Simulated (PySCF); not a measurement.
# OF (Oxygen monofluoride) at UBLYP/aug-cc-pVTZ

Aim: the vertical electron affinity of OF (Oxygen monofluoride) at UBLYP/aug-cc-pVTZ, from 2 runs. 

The calculation is run with PySCF 2.14.0.

1 further run of the same task is left out (set aside as unsound or not needed).

**1. The molecule**

The species is OF (2 atoms), meant as a doublet with charge 0. SMILES: `[O]F`. The shape is that of a PBE0-D4/def2-TZVP optimisation.

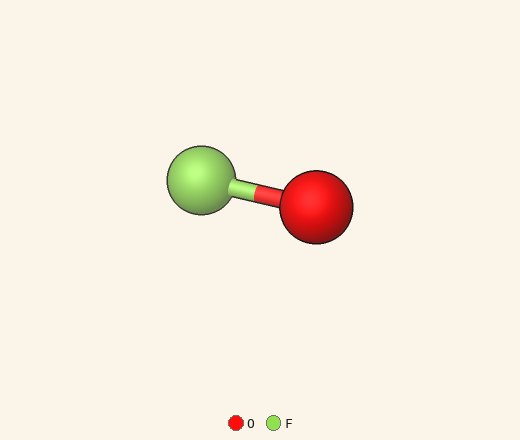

Viewed from a chosen angle; oxygen red, fluorine green.

**2. A single-point energy at UBLYP/aug-cc-pVTZ**

mol.xyz

```xyz
2
FO
O      0.000000     0.000000    -0.015950
F      0.000000     0.000000     1.314400
```

run.py

```python
from pyscf import gto, dft

molecule = gto.M(
    atom='mol.xyz',
    max_memory=1860,
    verbose=3,
    basis='aug-cc-pvtz',
    charge=0,
    spin=1,
)

myscf = dft.UKS(molecule, xc='blyp')
myscf.grids.level = 5
myscf.conv_tol = 1e-10
myscf.kernel()
if not myscf.converged:
    myscf = myscf.newton().run(myscf.mo_coeff, myscf.mo_occ)

e_final = myscf.e_tot
print('E(%s) = %.9f' % ('BLYP', e_final))
```

Launch:

```console
$ OMP_NUM_THREADS=1 python run.py
```

Output:

```text
converged SCF energy = -174.946154272957  <S^2> = 0.75217421  2S+1 = 2.002173
E(BLYP) = -174.946154273
```

Run time: 9.6 s. Hardware: 1 thread of Arm Neoverse V2, shared host; peak memory 0.43 GiB.

**3. The singlet anion at the same level**

start.xyz

```xyz
2

O      0.000000     0.000000    -0.015950
F      0.000000     0.000000     1.314400
```

run.py

```python
from pyscf import gto, dft

mol = gto.M(
    atom='start.xyz',
    max_memory=1860,
    basis='aug-cc-pvtz',
    spin=0,
    verbose=3,
    charge=-1,
)

ks = dft.RKS(mol, xc='blyp')
ks.conv_tol = 1e-10
ks.grids.level = 5
ks.kernel()
if not ks.converged:
    ks = ks.newton().run(ks.mo_coeff, ks.mo_occ)

e_final = ks.e_tot
print('E(%s) = %.9f' % ('BLYP', e_final))
```

Launch:

```console
$ OMP_NUM_THREADS=1 python run.py
```

Output:

```text
converged SCF energy = -175.006888729357
E(BLYP) = -175.006888729
```

Run time: 4.8 s. Hardware: 1 thread of Arm Neoverse V2, shared host; peak memory 0.42 GiB.

**4. Outcome**

Level: UBLYP/aug-cc-pVTZ.

```
                                                            quantity          value
                                            doublet OF: total energy  -174.94615 Eh
                                           doublet OF: dipole moment         0.25 D
                      doublet OF: HOMO energy (highest over α and β)       -7.04 eV
                       doublet OF: LUMO energy (lowest over α and β)       -6.46 eV
                                                    doublet OF: ⟨S²⟩          0.752
                                         singlet anion: total energy  -175.00689 Eh
                                          singlet anion: HOMO energy        2.76 eV
                                          singlet anion: LUMO energy        5.53 eV
singlet anion: HOMO–LUMO gap (to an unbound level, set by the basis)        2.77 eV
                   vertical electron affinity (to the singlet anion)       1.653 eV
```

**Reading.** At fixed nuclei the extra electron is bound by 1.65 eV (159 kJ/mol). The HOMO (singlet anion) lies at positive energy, 2.76 eV, as semi-local functionals often give for anions; only total energies tell whether the electron is bound.
